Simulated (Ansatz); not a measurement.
## Effect of Pb → Bi on CsPbBr3

Take CsPbBr3 in the cubic perovskite structure (space group Pm-3m, No. 221; a = 6.003 Å) as the base.

One thing is altered: full substitution Pb → Bi; the structure is relaxed again.

Level of theory: plane-wave PAW DFT at the PBE level (Ansatz, a quantum-chemistry and plane-wave program, 420 eV), no spin-orbit coupling. k-mesh 8×8×8 (Γ-centred); smearing 0.05 eV (Fermi–Dirac), for the changed cell.

```csv
quantity,base,changed,shift
volume per atom,43.26 Å³,42.42 Å³,-0.84 Å³
lattice parameter a,6.003 Å,5.964 Å,-0.039 Å
space group,Pm-3m (No. 221),Pm-3m (No. 221),–
band gap,1.78 eV,zero,–
```

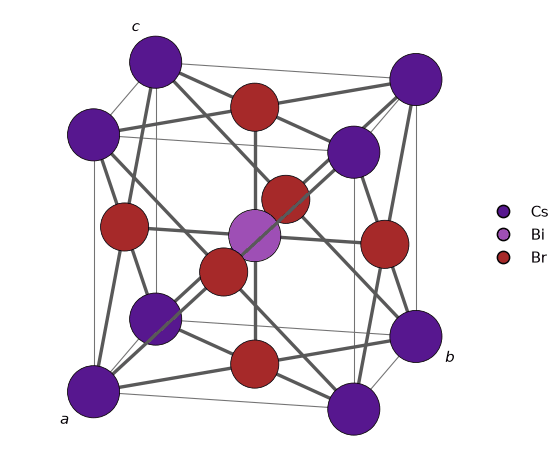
Figure: The relaxed conventional cell after the change

Cost of the whole job for the changed cell (relaxation, final SCF and bands): about 110 core-seconds (a rough figure).

Spin-orbit coupling, missing from the scalar runs, can matter with Pb. Whether these cells are dynamically stable was not tested. As relaxed here, CsBiBr3 is a hypothetical phase, not in the database extracts checked. All final runs are without spin polarisation. An odd electron count without spin: CsBiBr3. Many cubic perovskites are stable only at high temperature; tilts and polar distortions were not tested. This is not the structure that CsPbBr3 has at room temperature and ambient pressure.
